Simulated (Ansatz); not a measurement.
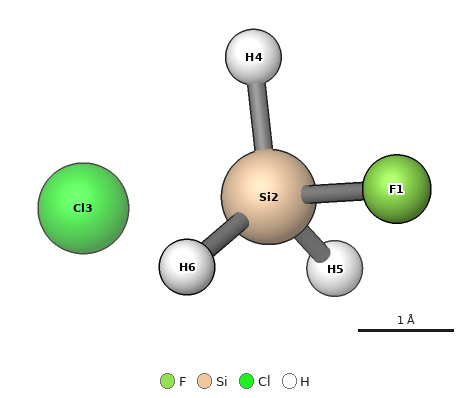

Fig. 1: The structure as given in the input (ball-and-stick view, seen at a tilt; atoms are numbered from 1 in the order of the input).

## What a change does: single-point calculation on SiH3ClF

System: SiH3ClF, charge −1.
Method of the first run: RKS wB97M-V/def2-TZVPPD (Ansatz 0.2.0).

The geometry comes from this level: PBE0-D4/def2-TZVP. Text and figures count atoms from 1; the logs count them from 0 in places.

## The input, the first run
```yaml
crystal:
  periodic: [false, false, false]
  atoms:
    - {symbol: F, position_ang: [-0.978418, -0.541348, -1.525495]}
    - {symbol: Si, position_ang: [-0.102416, -0.056675, -0.159663]}
    - {symbol: Cl, position_ang: [1.170180, 0.647463, 1.824419]}
    - {symbol: H, position_ang: [0.316197, -1.428063, 0.232576]}
    - {symbol: H, position_ang: [0.852328, 0.805978, -0.904033]}
    - {symbol: H, position_ang: [-1.257872, 0.572645, 0.532196]}
basis:
  gaussian: {orbitals: "def2-TZVPPD.json"}
total_charge: -1
hamiltonian: {xc: {name: wB97M-V}}
```

Launched with:
```bash
ansatz run in.yaml --threads 2 --pin off --events-out ev --progress --plain --max-ram 5222MiB
```

Hardware: 2 threads of Arm Neoverse V1, 23 GiB of memory available, shared host.

## Output (the first run)
```
Functional definition: wB97M-V
  parameter omega = 0.3/bohr
  parameter cx = 0.15
  parameter cx01 = 1.007
  parameter cx10 = 0.259
  parameter css00 = 0.443
  parameter css04 = -1.437
  parameter css10 = -4.535
  parameter css20 = -3.390
  parameter css43 = 4.278
  parameter cos00 = 1.000
  parameter cos10 = 1.358
  parameter cos20 = 2.924
  parameter cos21 = -8.812
  parameter cos60 = -1.390
  parameter cos61 = 9.142
  parameter b = 6.0
  parameter c = 0.01
  gx(w, u) = 1 - cx + cx01*u + cx10*w
  gss(w, u) = css00 + css04*u^4 + css10*w + css20*w^2 + css43*w^4*u^3
  gos(w, u) = cos00 + cos10*w + (cos20 + cos21*u)*w^2 + (cos60 + cos61*u)*w^6
  exchange = spin_sum(e_x_unif_sr(omega)*gx(b97_w, b97_u_x)) + cx*exact_x_sr(omega) + exact_x_lr(omega)
  correlation = spin_sum(e_c_pw_mod_same_spin*gss(b97_w, b97_u_same))
      + integral(e_c_pw_mod_opposite_spin*gos(b97_w_opposite, b97_u_opposite)) + vv10(b, c)
1011 factors; their error is unknown
254 factors; integrals over basis functions are off by at most 4.0e-5 eV
mean field evaluation 1: about -23169.3442 eV, gradient 1.5e1 eV
mean field evaluation 2: about -23169.7837 eV, gradient 9.9e0 eV
mean field evaluation 4: about -23169.9536 eV, gradient 1.1e0 eV
mean field evaluation 8: about -23169.9902 eV, gradient 2.6e-1 eV
mean field evaluation 16: about -23169.9903 eV, gradient 1.9e-5 eV
mean field -23169.99029476 eV, -851.4814381489 hartree, gradient 1.9e-5 eV, S^2 0.000000; 0 other end points of the search recorded, 0 dependent functions left out
reference -23169.99036122 eV, -851.4814405912 hartree; 22, 22 occupied and 168, 168 virtual orbitals, 1011 factors
Total energy: -23169.99036122 eV, -851.4814405912 hartree
```

The input of the second run differs as follows (lines with − go, lines with + come):
```diff
-    - {symbol: Si, position_ang: [-0.102416, -0.056675, -0.159663]}
-    - {symbol: Cl, position_ang: [1.170180, 0.647463, 1.824419]}
-    - {symbol: H, position_ang: [0.316197, -1.428063, 0.232576]}
-    - {symbol: H, position_ang: [0.852328, 0.805978, -0.904033]}
-    - {symbol: H, position_ang: [-1.257872, 0.572645, 0.532196]}
+    - {symbol: Si, position_ang: [-0.058615, -0.032441, -0.091372]}
+    - {symbol: Cl, position_ang: [1.213980, 0.671697, 1.892710]}
+    - {symbol: H, position_ang: [0.359997, -1.403829, 0.300867]}
+    - {symbol: H, position_ang: [0.896129, 0.830212, -0.835742]}
+    - {symbol: H, position_ang: [-1.214072, 0.596879, 0.600487]}
```

How does the second run compare with the first run?

With the same method and basis, the second run lies 1.3 kcal/mol higher.

## Output (the second run)
```
Functional definition: wB97M-V
  parameter omega = 0.3/bohr
  parameter cx = 0.15
  parameter cx01 = 1.007
  parameter cx10 = 0.259
  parameter css00 = 0.443
  parameter css04 = -1.437
  parameter css10 = -4.535
  parameter css20 = -3.390
  parameter css43 = 4.278
  parameter cos00 = 1.000
  parameter cos10 = 1.358
  parameter cos20 = 2.924
  parameter cos21 = -8.812
  parameter cos60 = -1.390
  parameter cos61 = 9.142
  parameter b = 6.0
  parameter c = 0.01
  gx(w, u) = 1 - cx + cx01*u + cx10*w
  gss(w, u) = css00 + css04*u^4 + css10*w + css20*w^2 + css43*w^4*u^3
  gos(w, u) = cos00 + cos10*w + (cos20 + cos21*u)*w^2 + (cos60 + cos61*u)*w^6
  exchange = spin_sum(e_x_unif_sr(omega)*gx(b97_w, b97_u_x)) + cx*exact_x_sr(omega) + exact_x_lr(omega)
  correlation = spin_sum(e_c_pw_mod_same_spin*gss(b97_w, b97_u_same))
      + integral(e_c_pw_mod_opposite_spin*gos(b97_w_opposite, b97_u_opposite)) + vv10(b, c)
1011 factors; their error is unknown
254 factors; integrals over basis functions are off by at most 4.0e-5 eV
mean field evaluation 1: about -23169.2904 eV, gradient 1.5e1 eV
mean field evaluation 2: about -23169.7375 eV, gradient 9.4e0 eV
mean field evaluation 4: about -23169.8983 eV, gradient 1.1e0 eV
mean field evaluation 8: about -23169.9351 eV, gradient 2.6e-1 eV
mean field evaluation 16: about -23169.9352 eV, gradient 1.9e-5 eV
mean field -23169.93521337 eV, -851.4794139453 hartree, gradient 1.9e-5 eV, S^2 0.000000; 0 other end points of the search recorded, 0 dependent functions left out
reference -23169.93527985 eV, -851.4794163884 hartree; 22, 22 occupied and 168, 168 virtual orbitals, 1011 factors
Total energy: -23169.93527985 eV, -851.4794163884 hartree
```

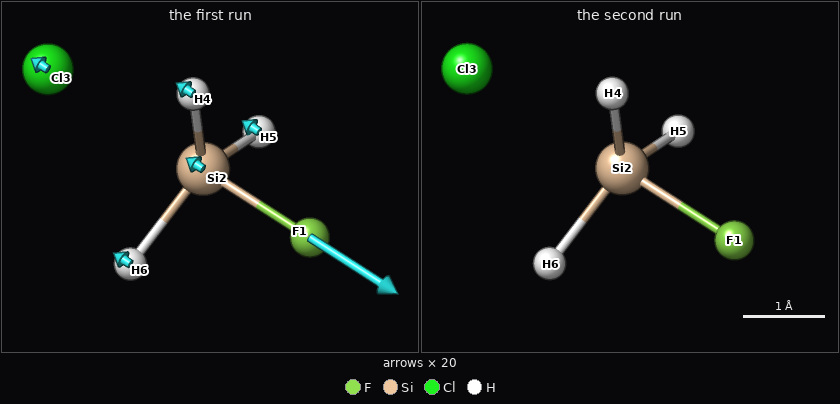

Fig. 2: The two input geometries at one scale (ball-and-stick view, seen at a tilt). The teal arrows on the first give the shifts of the atoms after the best rigid fit, magnified 20 times. F1 moves most after the best rigid fit: 0.071 Å. By element the largest moves are F 0.071 Å, Si 0.014 Å, H 0.014 Å, Cl 0.014 Å. Among the contacts that change: F1–Si2 1.693 → 1.778 Å.

## The two runs side by side

| quantity | the first run | the second run |
| --- | --- | --- |
| outcome | converged | converged |
| total energy (hartree) | −851.481441 | −851.479416 |
| basis functions | 190 | 190 |
| wall time (shared host) | 8.5 s | 10 s |
